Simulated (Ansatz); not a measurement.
Fields on a plane of BiRh (NiAs type)

```
BiRh
1.0
    4.11118     0.00000     0.00000
   -2.05559     3.56038     0.00000
    0.00000     0.00000     5.63649
Bi Rh
2 2
Direct
  0.33333   0.66667   0.25000
  0.66667   0.33333   0.75000
  0.00000   0.00000   0.50000
  0.00000   0.00000   0.00000
```

The slice is a (-1 1 0 2) plane (indices of the conventional cell) through the point (0.000, 0.000, 0.500) (fractional), spanned by u = [110] and v = [1 -1 1] in vectors of this cell: u (4.11 Å) and v (9.08 Å, at 90° to u). It covers one period; positions are fractions (u, v).

Atoms on it: Rh at (0.00, 0.00); Rh at (0.50, 0.50). Other atoms lie within 1 Å of the plane.

The numbers are results of PBEsol (plane waves to 420 eV, PAW, scalar-relativistic; Ansatz, a program for electronic structure), not measurements. k mesh 13×13×8. These are valence fields of a PAW run, semicore shells included where kept as valence: close to a nucleus they are smooth pseudo fields. BiRh is run without spin polarisation. BiRh was relaxed with its symmetry unable to fall. Spin-orbit coupling is left out, though Bi is heavy.

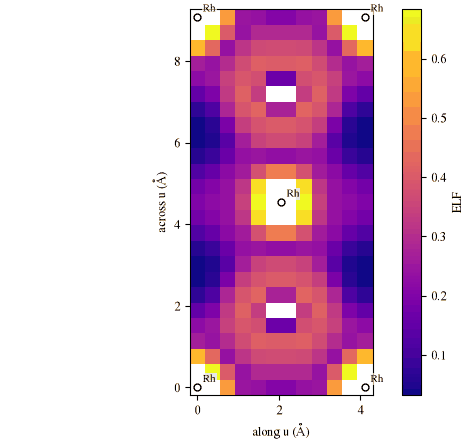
Fig. 1. Electron localisation function (ELF), one period of the plane, atoms marked. Points within 0.5 Å of a nucleus are left white, as the pseudised field means little there.

```
|xxxxxx225555555522xxxx|
|xxxx0022000000002200xx|
|22333300xxxxxxxx003333|
|88773300xxxxxxxx003377|
|99883300xxxxxxxx003388|
|99884400xxxxxxxx004488|
|9999772200xxxx00227799|
|9999886633000033668899|
|9999997744000044779999|
|99998844xxxxxxxx448899|
|88886600xxxxxxxx006688|
|777755xxxxxxxxxxxx5577|
|88886600xxxxxxxx006688|
|99998844xxxxxxxx448899|
|9999997744000044779999|
|9999886633000033668899|
|9999772200xxxx00227799|
|99884400xxxxxxxx004488|
|99883300xxxxxxxx003388|
|88773300xxxxxxxx003377|
|22333300xxxxxxxx003333|
|xxxx0022000000002200xx|
|xxxxxx225555555522xxxx|
|xxxxxx117777777711xxxx|
```
Scale: ten equal steps from 5.00 (start of '0') to 13.16 (end of '9'), in the order '0123456789'. Values: electrostatic potential energy of an electron, from the cell's mean, in eV. The map has 11 points along u (two characters each, u = 0 at the left) and 24 along v (v = 0 in the bottom row). Points within 1 Å of a nucleus are blanked (x), as the pseudised field means little there. Values under 5 eV are set to 5. The zero, the cell's mean, hangs on the PAW cores.
